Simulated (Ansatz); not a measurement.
# CH₅FS₂Si: one molecule under many settings

Aim: run CH₅FS₂Si under a spread of inputs, and see what each costs and gives.

Computed with Ansatz 0.2.0, Gaussian basis. Level: the settings change from run to run.

## 1. The molecule

An earlier PBE0-D4 in a triple-zeta def2 set relaxation fixed the geometry.

SMILES `CS[SiH](F)S`, 10 atoms, charge 0, spin multiplicity 1.

Atoms are counted from 1 here; the program's logs count them from 0.

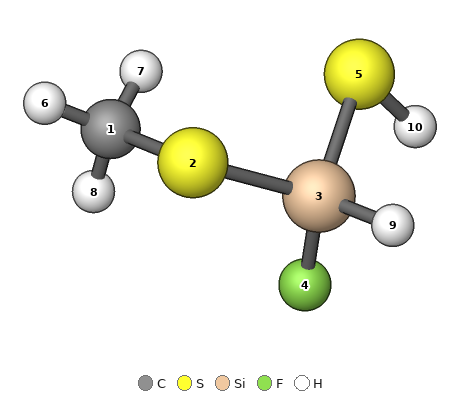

The geometry (carbon grey, sulfur yellow, silicon light orange, fluorine green, hydrogen white); atoms are numbered from 1 in the order of the file.

## 2. SVWN5/pcseg-2

Set apart from the defaults: relativity set to none.

The input, in.yaml:

```yaml
crystal:
  periodic: [false, false, false]
  atoms:
    - {symbol: C, position_ang: [-1.286961, -0.048124, 1.245614]}
    - {symbol: S, position_ang: [0.096725, 1.126704, 1.122541]}
    - {symbol: Si, position_ang: [1.196328, 0.300737, -0.464701]}
    - {symbol: F, position_ang: [1.746096, -1.167567, -0.148398]}
    - {symbol: S, position_ang: [-0.059898, 0.137915, -2.170943]}
    - {symbol: H, position_ang: [-1.970766, 0.364139, 1.986355]}
    - {symbol: H, position_ang: [-1.803426, -0.145442, 0.292412]}
    - {symbol: H, position_ang: [-0.934977, -1.021309, 1.583056]}
    - {symbol: H, position_ang: [2.371934, 1.171370, -0.668340]}
    - {symbol: H, position_ang: [0.728143, -0.769723, -2.774496]}
basis:
  gaussian: {orbitals: pcseg-2}
hamiltonian: {xc: {name: SVWN5}, pseudopotentials: {relativity: none}}
```

Started as:

```
$ ansatz run in.yaml --threads 4 --pin off --events-out ev --progress --plain --max-ram 10444MiB
```

Log:

```text
Functional definition: SVWN5
  name "SVWN5"
  cite "Dirac, Proc. Camb. Phil. Soc. 26, 376 (1930) doi:10.1017/S0305004100016108"
  cite "Slater, Phys. Rev. 81, 385 (1951) doi:10.1103/PhysRev.81.385"
  cite "Vosko, Wilk & Nusair, Can. J. Phys. 58, 1200 (1980) doi:10.1139/p80-159"
  exchange = slater_x
  correlation = vwn5_c
1333 factors; their error is unknown
mean field evaluation 1: about -33247.7403 eV, gradient 6.7e1 eV
mean field evaluation 2: about -33229.7537 eV, gradient 1.1e2 eV
mean field evaluation 4: about -33257.1590 eV, gradient 9.2e0 eV
mean field evaluation 8: about -33257.3116 eV, gradient 2.5e-1 eV
mean field evaluation 16: about -33257.2535 eV, gradient 3.1e-4 eV
mean field -33257.25346457 eV, -1222.1815222469 hartree, gradient 4.0e-5 eV, S^2 0.000000; 0 other end points of the search recorded, 0 dependent functions left out
reference -33257.25351150 eV, -1222.1815239714 hartree; 33, 33 occupied and 199, 199 virtual orbitals, 1333 factors
Total energy: -33257.25351150 eV, -1222.1815239714 hartree
```

It took 1.3 s on 4 threads of Arm Neoverse V2, shared host.

## 3. PBE0/def2-mTZVP

Options: D3(BJ) dispersion, the search for lower states set to light.

Edit in.yaml of step 2 so:

```diff
@@ -14,3 +14,5 @@
 basis:
-  gaussian: {orbitals: pcseg-2}
-hamiltonian: {xc: {name: SVWN5}, pseudopotentials: {relativity: none}}
+  gaussian: {orbitals: def2-mTZVP}
+hamiltonian: {xc: {name: PBE0}, dispersion: d3bj}
+scf: {lower_state_search: light}
+output: {forces: true}
```

Launched as before.

Log, cut to the lines that bear on the results:

```text
Functional definition: PBE0
  name "PBE0"
  cite "Adamo & Barone, J. Chem. Phys. 110, 6158 (1999) doi:10.1063/1.478522"
  cite "Perdew, Burke & Ernzerhof, Phys. Rev. Lett. 77, 3865 (1996) doi:10.1103/PhysRevLett.77.3865"
  parent pbe
[...]
1070 factors; integrals over basis functions are off by at most 1.2e-3 eV
[...]
mean field -33373.99019849 eV, -1226.4715180913 hartree, gradient 7.0e-5 eV, S^2 0.000000; 0 other end points of the search recorded, 0 dependent functions left out
[...]
reference -33373.99022974 eV, -1226.4715192397 hartree; 33, 33 occupied and 86, 86 virtual orbitals, 1070 factors
Total energy: -33374.24513532 eV, -1226.4808868470 hartree
Atom 0 at    -1.286961    -0.048124     1.245614 Å, force    -0.130844    -0.112456     0.008341 eV/Å
Atom 1 at     0.096725     1.126704     1.122541 Å, force     0.161865     0.231364     0.106126 eV/Å
Atom 2 at     1.196328     0.300737    -0.464701 Å, force     0.017738     0.323394    -0.039189 eV/Å
Atom 3 at     1.746096    -1.167567    -0.148398 Å, force     0.106303    -0.285633     0.055701 eV/Å
Atom 4 at    -0.059898     0.137915    -2.170943 Å, force    -0.153479     0.107262    -0.006033 eV/Å
Atom 5 at    -1.970766     0.364139     1.986355 Å, force    -0.008651    -0.045665    -0.027029 eV/Å
Atom 6 at    -1.803426    -0.145442     0.292412 Å, force    -0.032683    -0.028101     0.041456 eV/Å
Atom 7 at    -0.934977    -1.021309     1.583056 Å, force    -0.046203     0.001988    -0.006518 eV/Å
Atom 8 at     2.371934     1.171370    -0.668340 Å, force    -0.015594    -0.028373     0.011288 eV/Å
Atom 9 at     0.728143    -0.769723    -2.774496 Å, force     0.101549    -0.163779    -0.144143 eV/Å
Dipole moment:    -0.139843    -0.138280    -0.041261 e Å
```

Wall time 1.9 s (4 threads of Arm Neoverse V2, shared host).

Largest force 0.326 eV/Å, dipole 0.97 D.

## 4. B3LYP/cc-pVDZ

Set apart from the defaults: charge +1, multiplicity 2, finite nuclei, D3(BJ) with three-body dispersion.

Edit in.yaml of step 3 so:

```diff
@@ -14,5 +14,6 @@
 basis:
-  gaussian: {orbitals: def2-mTZVP}
-hamiltonian: {xc: {name: PBE0}, dispersion: d3bj}
-scf: {lower_state_search: light}
+  gaussian: {orbitals: cc-pVDZ, nuclear_model: gaussian}
+total_charge: 1
+magnetization: {spin_polarized: true, initial_magnetization: 1}
+hamiltonian: {xc: {name: B3LYP}, dispersion: d3bjatm}
 output: {forces: true}
```

Same command.

Log, cut to the lines that bear on the results:

```text
Functional definition: B3LYP
  name "B3LYP"
  cite "Stephens, Devlin, Chabalowski & Frisch, J. Phys. Chem. 98, 11623 (1994) doi:10.1021/j100096a001"
  cite "Becke, Phys. Rev. A 38, 3098 (1988) doi:10.1103/PhysRevA.38.3098"
  cite "Lee, Yang & Parr, Phys. Rev. B 37, 785 (1988) doi:10.1103/PhysRevB.37.785"
  cite "Vosko, Wilk & Nusair, Can. J. Phys. 58, 1200 (1980) doi:10.1139/p80-159"
[...]
1044 factors; integrals over basis functions are off by at most 1.1e-3 eV
[...]
mean field -33378.96338635 eV, -1226.6542793743 hartree, gradient 4.5e-5 eV, S^2 0.755030; 3 other end points of the search recorded, 0 dependent functions left out
[...]
reference -33378.96365055 eV, -1226.6542890834 hartree; 33, 32 occupied and 74, 75 virtual orbitals, 1044 factors
Total energy: -33379.48414850 eV, -1226.6734170305 hartree
Atom 0 at    -1.286961    -0.048124     1.245614 Å, force    -0.091337     0.476240     0.412750 eV/Å
Atom 1 at     0.096725     1.126704     1.122541 Å, force    -0.938563     0.520326     1.098534 eV/Å
Atom 2 at     1.196328     0.300737    -0.464701 Å, force     1.436138     0.342339    -1.211774 eV/Å
Atom 3 at     1.746096    -1.167567    -0.148398 Å, force     0.161861    -1.184549     0.526424 eV/Å
Atom 4 at    -0.059898     0.137915    -2.170943 Å, force    -1.114115     0.278611    -0.202518 eV/Å
Atom 5 at    -1.970766     0.364139     1.986355 Å, force    -0.146084     0.136807     0.261003 eV/Å
Atom 6 at    -1.803426    -0.145442     0.292412 Å, force    -0.064303    -0.088232    -0.636158 eV/Å
Atom 7 at    -0.934977    -1.021309     1.583056 Å, force     0.300227    -0.444600     0.045742 eV/Å
Atom 8 at     2.371934     1.171370    -0.668340 Å, force    -0.012225     0.164620     0.001270 eV/Å
Atom 9 at     0.728143    -0.769723    -2.774496 Å, force     0.468400    -0.201561    -0.295271 eV/Å
Dipole moment:    -0.396099     0.129097     0.071462 e Å
```

Wall time 7 s (4 threads of Arm Neoverse V2, shared host).

Largest force 1.910 eV/Å, ⟨S²⟩ 0.755.

## 5. rPW86-PBE/aug-cc-pVDZ

Set apart from the defaults: charge -1, multiplicity 2, a grid of angular degree 23, finite nuclei, the search for lower states set to light.

Edit in.yaml of step 4 so:

```diff
@@ -14,6 +14,7 @@
 basis:
-  gaussian: {orbitals: cc-pVDZ, nuclear_model: gaussian}
-total_charge: 1
+  gaussian: {orbitals: aug-cc-pVDZ, final_grid: {core_spheres: 8, valence_spheres: 7, degree: 23}, nuclear_model: gaussian}
+total_charge: -1
 magnetization: {spin_polarized: true, initial_magnetization: 1}
-hamiltonian: {xc: {name: B3LYP}, dispersion: d3bjatm}
+hamiltonian: {xc: {name: rPW86-PBE}}
+scf: {lower_state_search: light}
 output: {forces: true}
```

Launched as before.

Log, cut to the lines that bear on the results:

```text
Functional definition: rPW86-PBE
  name "rPW86-PBE"
  cite "Murray, Lee & Langreth, J. Chem. Theory Comput. 5, 2754 (2009) doi:10.1021/ct900365q"
  cite "Perdew, Burke & Ernzerhof, Phys. Rev. Lett. 77, 3865 (1996) doi:10.1103/PhysRevLett.77.3865"
  parent pbe
[...]
1745 factors; their error is unknown
[...]
mean field -33421.47440212 eV, -1228.2165303891 hartree, gradient 1.3e-5 eV, S^2 0.750352; 8 other end points of the search recorded, 0 dependent functions left out
[...]
reference -33421.47450504 eV, -1228.2165341711 hartree; 34, 33 occupied and 138, 139 virtual orbitals, 1745 factors
Total energy: -33421.47450504 eV, -1228.2165341711 hartree
Atom 0 at    -1.286961    -0.048124     1.245614 Å, force    -0.400680    -0.317309     0.036233 eV/Å
Atom 1 at     0.096725     1.126704     1.122541 Å, force     0.511866     1.060715     0.578459 eV/Å
Atom 2 at     1.196328     0.300737    -0.464701 Å, force    -0.507596     1.804739    -0.352372 eV/Å
Atom 3 at     1.746096    -1.167567    -0.148398 Å, force     1.047132    -2.368750     0.551779 eV/Å
Atom 4 at    -0.059898     0.137915    -2.170943 Å, force    -1.089671     0.592741    -0.339444 eV/Å
Atom 5 at    -1.970766     0.364139     1.986355 Å, force    -0.389956     0.167677     0.393087 eV/Å
Atom 6 at    -1.803426    -0.145442     0.292412 Å, force    -0.250327    -0.048097    -0.418645 eV/Å
Atom 7 at    -0.934977    -1.021309     1.583056 Å, force     0.118286    -0.458016     0.172621 eV/Å
Atom 8 at     2.371934     1.171370    -0.668340 Å, force     0.339965     0.241599    -0.016324 eV/Å
Atom 9 at     0.728143    -0.769723    -2.774496 Å, force     0.620980    -0.675298    -0.605393 eV/Å
Dipole moment:     0.677212     0.436887    -0.035261 e Å
```

Wall time 19 s (4 threads of Arm Neoverse V2, shared host); peak memory 0.65 GiB.

Largest force 2.648 eV/Å, ⟨S²⟩ 0.750.

## 6. revPBE0/6-31++G**

Options: atoms shaken by 0.15 Å.

The input, in.yaml:

```yaml
crystal:
  periodic: [false, false, false]
  atoms:
    - {symbol: C, position_ang: [-1.308909, -0.060058, 1.404272]}
    - {symbol: S, position_ang: [-0.161952, 0.929724, 1.173672]}
    - {symbol: Si, position_ang: [1.123929, 0.267612, -0.170733]}
    - {symbol: F, position_ang: [1.804673, -1.063134, 0.093459]}
    - {symbol: S, position_ang: [-0.214782, 0.303829, -2.144346]}
    - {symbol: H, position_ang: [-1.895495, 0.715552, 1.988892]}
    - {symbol: H, position_ang: [-1.957120, -0.089379, 0.218111]}
    - {symbol: H, position_ang: [-0.511439, -0.881574, 1.276012]}
    - {symbol: H, position_ang: [2.419970, 1.617910, -0.753929]}
    - {symbol: H, position_ang: [0.656668, -0.871897, -2.914234]}
basis:
  gaussian: {orbitals: "6-31++G**"}
hamiltonian: {xc: {name: revPBE0}}
output: {forces: true}
```

The command is unchanged.

Log, cut to the lines that bear on the results:

```text
Functional definition: revPBE0
  name "revPBE0"
  cite "Zhang & Yang, Phys. Rev. Lett. 80, 890 (1998) doi:10.1103/PhysRevLett.80.890"
  cite "Adamo & Barone, J. Chem. Phys. 110, 6158 (1999) doi:10.1063/1.478522"
  cite "Perdew, Burke & Ernzerhof, Phys. Rev. Lett. 77, 3865 (1996) doi:10.1103/PhysRevLett.77.3865"
[...]
1180 factors; integrals over basis functions are off by at most 1.1e-3 eV
[...]
mean field -33371.58512072 eV, -1226.3831331137 hartree, gradient 4.1e-5 eV, S^2 0.000000; 0 other end points of the search recorded, 0 dependent functions left out
[...]
reference -33371.58521820 eV, -1226.3831366960 hartree; 33, 33 occupied and 104, 104 virtual orbitals, 1180 factors
Total energy: -33371.58521820 eV, -1226.3831366960 hartree
Atom 0 at    -1.308909    -0.060058     1.404272 Å, force    -7.549730    -5.472413    -4.616063 eV/Å
Atom 1 at    -0.161952     0.929724     1.173672 Å, force     8.927154    11.446051     0.151085 eV/Å
Atom 2 at     1.123929     0.267612    -0.170733 Å, force     1.109605     5.900137    -6.298216 eV/Å
Atom 3 at     1.804673    -1.063134     0.093459 Å, force     1.780020    -3.879174     0.706371 eV/Å
Atom 4 at    -0.214782     0.303829    -2.144346 Å, force     3.182619    -3.264812    -0.268245 eV/Å
Atom 5 at    -1.895495     0.715552     1.988892 Å, force    -0.639916    -3.135649     0.986155 eV/Å
Atom 6 at    -1.957120    -0.089379     0.218111 Å, force     1.179347    -0.473604     3.613558 eV/Å
Atom 7 at    -0.511439    -0.881574     1.276012 Å, force    -3.810653    -1.487106     2.493284 eV/Å
Atom 8 at     2.419970     1.617910    -0.753929 Å, force    -2.108411    -2.381015     1.471782 eV/Å
Atom 9 at     0.656668    -0.871897    -2.914234 Å, force    -2.070035     2.747584     1.760288 eV/Å
Dipole moment:    -0.086332    -0.208474     0.305476 e Å
```

Run time: 2.6 s. Hardware: 4 threads of Arm Neoverse V2, shared host.

Largest force 14.517 eV/Å, dipole 1.82 D.

## 7. wB97X/def2-SVPD

This run has finite nuclei, high accuracy.

The input, in.yaml:

```yaml
crystal:
  periodic: [false, false, false]
  atoms:
    - {symbol: C, position_ang: [-1.286961, -0.048124, 1.245614]}
    - {symbol: S, position_ang: [0.096725, 1.126704, 1.122541]}
    - {symbol: Si, position_ang: [1.196328, 0.300737, -0.464701]}
    - {symbol: F, position_ang: [1.746096, -1.167567, -0.148398]}
    - {symbol: S, position_ang: [-0.059898, 0.137915, -2.170943]}
    - {symbol: H, position_ang: [-1.970766, 0.364139, 1.986355]}
    - {symbol: H, position_ang: [-1.803426, -0.145442, 0.292412]}
    - {symbol: H, position_ang: [-0.934977, -1.021309, 1.583056]}
    - {symbol: H, position_ang: [2.371934, 1.171370, -0.668340]}
    - {symbol: H, position_ang: [0.728143, -0.769723, -2.774496]}
basis:
  gaussian: {orbitals: def2-SVPD, nuclear_model: gaussian}
hamiltonian: {xc: {name: wB97X}}
accuracy: high
```

The command is unchanged.

Log, cut to the lines that bear on the results:

```text
Functional definition: wB97X
  name "wB97X"
  cite "Chai & Head-Gordon, J. Chem. Phys. 128, 084106 (2008) doi:10.1063/1.2834918"
  cite "Becke, J. Chem. Phys. 107, 8554 (1997) doi:10.1063/1.475007"
[...]
  # The coefficients of nought are those of the uniform gas.
[...]
      + exact_x_lr(omega)
[...]
      + integral(e_c_pw_opposite_spin*poly(b97_u_opposite, 1, cos1, cos2, cos3, cos4))
3130 factors; integrals over basis functions are off by at most 3.8e-9 eV
671 factors; integrals over basis functions are off by at most 1.8e-9 eV
[...]
mean field -33374.31560907 eV, -1226.4834767097 hartree, gradient 3.7e-8 eV, S^2 0.000000; 0 other end points of the search recorded, 0 dependent functions left out
reference -33374.31560442 eV, -1226.4834765390 hartree; 33, 33 occupied and 128, 128 virtual orbitals, 3130 factors
Total energy: -33374.31560442 eV, -1226.4834765390 hartree
```

Run time: 24 s. Hardware: 4 threads of Arm Neoverse V2, shared host; peak memory 1.3 GiB.

## 8. PBE0/def2-TZVPD

This run has unrestricted orbitals, atoms shaken by 0.08 Å, D4 dispersion.

The input, in.yaml:

```yaml
crystal:
  periodic: [false, false, false]
  atoms:
    - {symbol: C, position_ang: [-1.456074, -0.241648, 1.203508]}
    - {symbol: S, position_ang: [0.072197, 1.190295, 1.162885]}
    - {symbol: Si, position_ang: [1.173210, 0.268437, -0.300962]}
    - {symbol: F, position_ang: [1.752915, -1.162242, -0.265653]}
    - {symbol: S, position_ang: [-0.078690, 0.083059, -2.197405]}
    - {symbol: H, position_ang: [-1.963876, 0.278639, 2.026176]}
    - {symbol: H, position_ang: [-1.814661, -0.263431, 0.225011]}
    - {symbol: H, position_ang: [-0.994763, -1.055095, 1.657653]}
    - {symbol: H, position_ang: [2.517701, 1.168827, -0.711631]}
    - {symbol: H, position_ang: [0.664024, -0.576629, -2.715530]}
basis:
  gaussian: {orbitals: def2-TZVPD}
magnetization: {spin_polarized: true, initial_magnetization: 0}
hamiltonian: {xc: {name: PBE0}, dispersion: d4}
output: {forces: true}
```

The command is unchanged.

Log, cut to the lines that bear on the results:

```text
Functional definition: PBE0
  name "PBE0"
  cite "Adamo & Barone, J. Chem. Phys. 110, 6158 (1999) doi:10.1063/1.478522"
  cite "Perdew, Burke & Ernzerhof, Phys. Rev. Lett. 77, 3865 (1996) doi:10.1103/PhysRevLett.77.3865"
  parent pbe
[...]
1552 factors; their error is unknown
[...]
mean field -33372.85184122 eV, -1226.4296842333 hartree, gradient 3.0e-5 eV, S^2 0.000000; 0 other end points of the search recorded, 0 dependent functions left out
[...]
reference -33372.85189590 eV, -1226.4296862430 hartree; 33, 33 occupied and 224, 224 virtual orbitals, 1552 factors
Total energy: -33373.09935880 eV, -1226.4387803366 hartree
Atom 0 at    -1.456074    -0.241648     1.203508 Å, force     2.105344     3.792370     2.180354 eV/Å
Atom 1 at     0.072197     1.190295     1.162885 Å, force    -1.535375    -1.700799     0.335025 eV/Å
Atom 2 at     1.173210     0.268437    -0.300962 Å, force     0.961160     2.804094    -3.575067 eV/Å
Atom 3 at     1.752915    -1.162242    -0.265653 Å, force     0.579711    -1.957557     0.886704 eV/Å
Atom 4 at    -0.078690     0.083059    -2.197405 Å, force    -6.671497     6.718522     6.270354 eV/Å
Atom 5 at    -1.963876     0.278639     2.026176 Å, force    -0.733787    -0.202069    -0.831602 eV/Å
Atom 6 at    -1.814661    -0.263431     0.225011 Å, force    -0.875410    -0.235566    -1.243613 eV/Å
Atom 7 at    -0.994763    -1.055095     1.657653 Å, force     0.798757    -1.804065     0.082471 eV/Å
Atom 8 at     2.517701     1.168827    -0.711631 Å, force    -1.848519    -0.985386     0.818593 eV/Å
Atom 9 at     0.664024    -0.576629    -2.715530 Å, force     7.219615    -6.429542    -4.923220 eV/Å
Dipole moment:    -0.283135    -0.154876     0.400298 e Å
```

Run time: 12 s. Hardware: 4 threads of Arm Neoverse V2, shared host; peak memory 1.1 GiB.

Largest force 11.356 eV/Å, dipole 2.47 D, ⟨S²⟩ 0.000.

## 9. CAM-B3LYP/ANO-RCC-VTZP

Options: D3(BJ) dispersion.

The input, in.yaml:

```yaml
crystal:
  periodic: [false, false, false]
  atoms:
    - {symbol: C, position_ang: [-1.286961, -0.048124, 1.245614]}
    - {symbol: S, position_ang: [0.096725, 1.126704, 1.122541]}
    - {symbol: Si, position_ang: [1.196328, 0.300737, -0.464701]}
    - {symbol: F, position_ang: [1.746096, -1.167567, -0.148398]}
    - {symbol: S, position_ang: [-0.059898, 0.137915, -2.170943]}
    - {symbol: H, position_ang: [-1.970766, 0.364139, 1.986355]}
    - {symbol: H, position_ang: [-1.803426, -0.145442, 0.292412]}
    - {symbol: H, position_ang: [-0.934977, -1.021309, 1.583056]}
    - {symbol: H, position_ang: [2.371934, 1.171370, -0.668340]}
    - {symbol: H, position_ang: [0.728143, -0.769723, -2.774496]}
basis:
  gaussian: {orbitals: ANO-RCC-VTZP}
hamiltonian: {xc: {name: CAM-B3LYP}, dispersion: d3bj}
output: {forces: true}
```

Same command.

Log, cut to the lines that bear on the results:

```text
Functional definition: CAM-B3LYP
  name "CAM-B3LYP"
  cite "Yanai, Tew & Handy, Chem. Phys. Lett. 393, 51 (2004) doi:10.1016/j.cplett.2004.06.011"
  cite "Iikura, Tsuneda, Yanai & Hirao, J. Chem. Phys. 115, 3540 (2001) doi:10.1063/1.1383587"
  cite "Becke, Phys. Rev. A 38, 3098 (1988) doi:10.1103/PhysRevA.38.3098"
  cite "Lee, Yang & Parr, Phys. Rev. B 37, 785 (1988) doi:10.1103/PhysRevB.37.785"
  cite "Vosko, Wilk & Nusair, Can. J. Phys. 58, 1200 (1980) doi:10.1139/p80-159"
[...]
  # Exact exchange under (alpha + beta erf(omega r))/r, Becke's under what is left of 1/r.
[...]
1767 factors; their error is unknown
483 factors; integrals over basis functions are off by at most 1.2e-5 eV
[...]
mean field -33468.78398170 eV, -1229.9551253709 hartree, gradient 2.5e-5 eV, S^2 0.000000; 0 other end points of the search recorded, 0 dependent functions left out
[...]
Relativity: scalar
Atom 0 at    -1.286961    -0.048124     1.245614 Å, force    -0.173544    -0.109063     0.038679 eV/Å
Atom 1 at     0.096725     1.126704     1.122541 Å, force     0.068735     0.055312     0.031644 eV/Å
Atom 2 at     1.196328     0.300737    -0.464701 Å, force     0.110744     0.339127    -0.063088 eV/Å
Atom 3 at     1.746096    -1.167567    -0.148398 Å, force     0.049755    -0.176850     0.042081 eV/Å
Atom 4 at    -0.059898     0.137915    -2.170943 Å, force     0.061071    -0.093305    -0.069584 eV/Å
Atom 5 at    -1.970766     0.364139     1.986355 Å, force     0.069097    -0.068141    -0.091571 eV/Å
Atom 6 at    -1.803426    -0.145442     0.292412 Å, force     0.047126     0.005956     0.124464 eV/Å
Atom 7 at    -0.934977    -1.021309     1.583056 Å, force    -0.052477     0.104021    -0.037247 eV/Å
Atom 8 at     2.371934     1.171370    -0.668340 Å, force    -0.119243    -0.112026     0.013982 eV/Å
Atom 9 at     0.728143    -0.769723    -2.774496 Å, force    -0.061264     0.054969     0.010640 eV/Å
Dipole moment:    -0.177104    -0.091444    -0.019969 e Å
```

Run time: 16 s. Hardware: 4 threads of Arm Neoverse V2, shared host; peak memory 1.2 GiB.

Largest force 0.362 eV/Å, dipole 0.96 D.

## 10. The runs in one table

| level | charge | multiplicity | geometry | functions | energy (eV) | time |
| --- | --- | --- | --- | --- | --- | --- |
| SVWN5/pcseg-2 | 0 | 1 | relaxed | 232 | -33257.254 | 1.3 s |
| PBE0/def2-mTZVP | 0 | 1 | relaxed | 119 | -33374.245 | 1.9 s |
| B3LYP/cc-pVDZ | 1 | 2 | relaxed | 107 | -33379.484 | 7 s |
| rPW86-PBE/aug-cc-pVDZ | -1 | 2 | relaxed | 172 | -33421.475 | 19 s |
| revPBE0/6-31++G** | 0 | 1 | shaken | 137 | -33371.585 | 2.6 s |
| wB97X/def2-SVPD | 0 | 1 | relaxed | 161 | -33374.316 | 24 s |
| PBE0/def2-TZVPD | 0 | 1 | shaken | 257 | -33373.099 | 12 s |
| CAM-B3LYP/ANO-RCC-VTZP | 0 | 1 | relaxed | 232 | -33469.033 | 16 s |

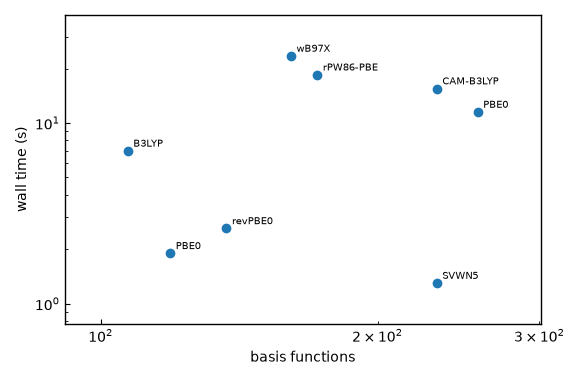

Wall time against the number of basis functions (shared host).

## 11. Summary of results

```
                                         quantity                  value
                                             runs                      8
                                         quickest   SVWN5/pcseg-2, 1.3 s
                                          slowest  wB97X/def2-SVPD, 24 s
spread of total energies, same state and geometry               211.8 eV
                  dipole, same state and geometry         0.96 to 0.97 D
```

wB97X/def2-SVPD took 18 times as long as SVWN5/pcseg-2. The jobs differ in tasks and options as well as level. Total energies at one charge and spin differ by 212 eV between levels, so only differences within one level mean anything. Some of these runs are scalar-relativistic and others not, which shifts the totals of all-electron atoms past neon by eV; core potentials, where a basis has them, take the core out of the total altogether. At the PBE0-D4/def2-TZVP geometry and in the same state, runs without warnings or point charges leave forces up to 0.36 eV/Å (CAM-B3LYP/ANO-RCC-VTZP), against 14.5 eV/Å where the atoms were moved.
